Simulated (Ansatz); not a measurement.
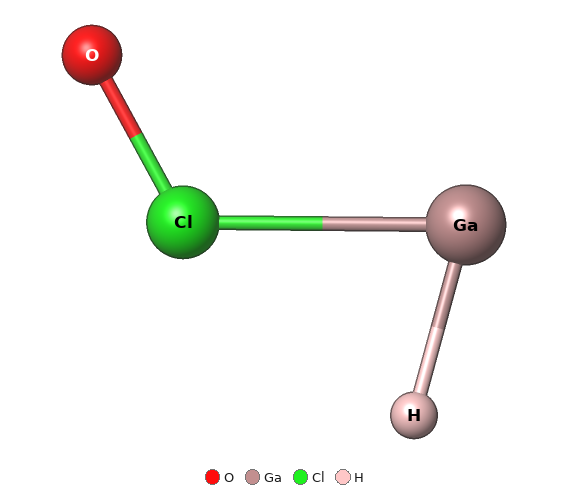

All atoms lie in one plane, which faces the viewer. The species has charge −1 and is a spin singlet. The computed structure is the end point of a PBE-D4/def2-SVPD optimisation. No frequency run is at hand to confirm it as a minimum.

### List the symmetry elements and name the point group.

It has 1 mirror plane, so the point group is Cs. The group has 2 operations. The geometry is achiral, and symmetry allows a dipole moment.
